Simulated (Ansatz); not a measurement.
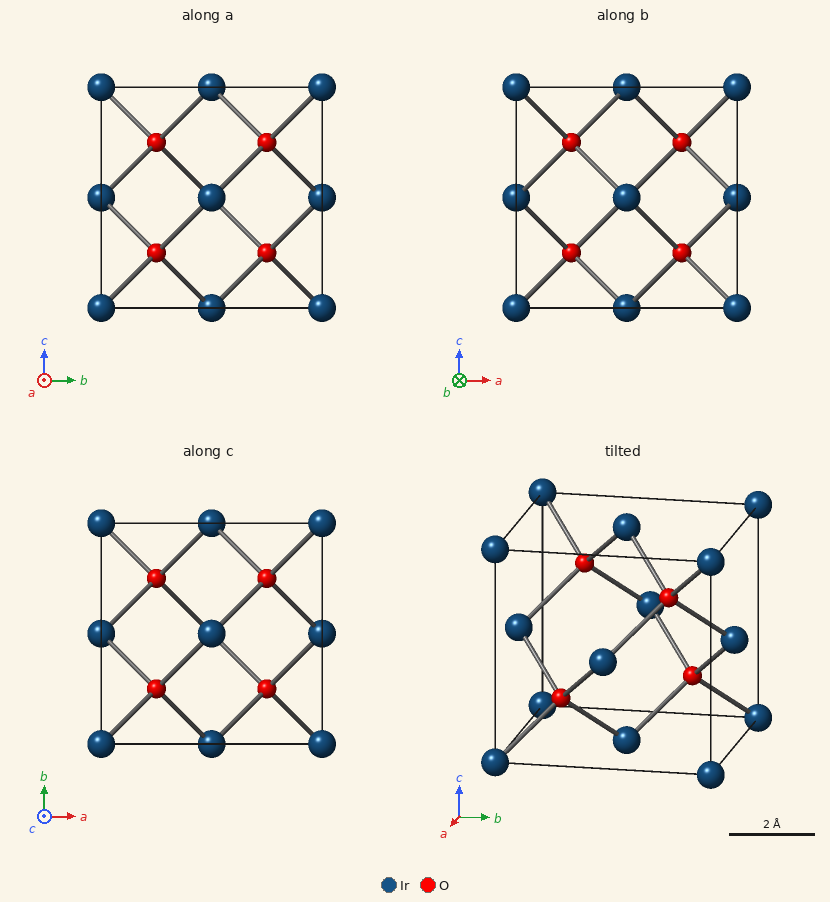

Crystal structure, ball-and-stick style, seen along the a axis, along the b axis, along the c axis and slightly off an axis. Atoms at the boundary of the conventional unit cell (the box) are drawn once for each face, edge or corner they touch.

Lattice parameters: a = 5.2054 Å, b = 5.2054 Å, c = 5.2054 Å, α = 90.000°, β = 90.000°, γ = 90.000°.

### From the views, write a CIF with its space group and independent sites.

```cif
data_structure
_symmetry_space_group_name_H-M 'F -4 3 m'
_symmetry_Int_Tables_number 216
_cell_length_a 5.2054
_cell_length_b 5.2054
_cell_length_c 5.2054
_cell_angle_alpha 90.000
_cell_angle_beta 90.000
_cell_angle_gamma 90.000
_cell_volume 141.05
loop_
_atom_site_label
_atom_site_type_symbol
_atom_site_symmetry_multiplicity
_atom_site_Wyckoff_symbol
_atom_site_fract_x
_atom_site_fract_y
_atom_site_fract_z
_atom_site_occupancy
Ir1 Ir 4 a 0.0000 0.0000 0.0000 1
O1 O 4 d 0.2500 0.2500 0.7500 1
```

Its origin is a structure type filled with these elements by a generator (whether the compound takes this form wasn't checked). Earlier steps of the study may have refined or changed the cell and positions. A calculation with Ansatz used it as input.

At this level of theory the cell isn't at rest (stretched, at -25 GPa), so its distances can differ from those at equilibrium, the more so the softer the solid.
